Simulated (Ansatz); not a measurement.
```xyz
7

Al    0.0480   -0.5080   -0.4399
H     0.0527   -0.0635    2.2820
F     1.4162    0.3571   -0.6954
F    -1.3979    0.1227   -0.9048
O     0.1569   -2.1048    0.2490
H    -0.6551   -2.6253    0.2679
H     0.0504   -0.7033    1.9652
```

Not at a stationary point (largest force 1.5 eV/Å).

Level of theory: Ansatz 0.2.0, RKS PBE0/6-31G*.

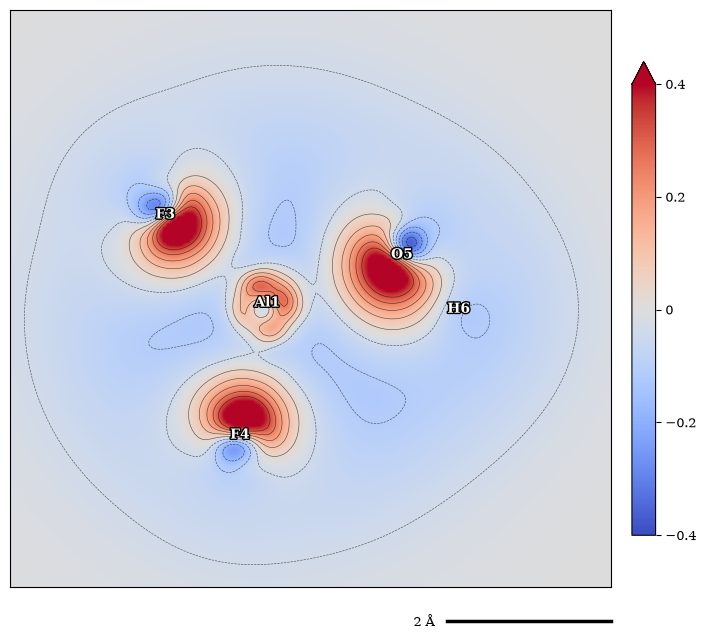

AlF₂HO···H₂. The LUMO on the plane of atoms F3, Al1 and F4 (values in Å⁻³ᐟ²; the overall sign is arbitrary).

> What is the character of this orbital?

By Hirshfeld shares it lies mainly on Al1 (about 60 %), O5 (about 10 %), F4 (about 10 %) and F3 (about 10 %). Its energy is −0.73 eV.
